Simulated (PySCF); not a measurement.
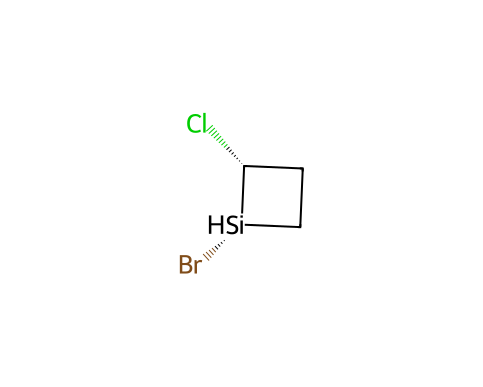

The picture comes from a calculation with PySCF.

A structural formula.

Give its SMILES.

Answer. Cl[C@@H]1CC[Si@@H]1Br

What is the molecular formula?

Answer. C3H6BrClSi.

An optimisation with GFN2-xTB gave a structure of which point group?

Answer. C1.
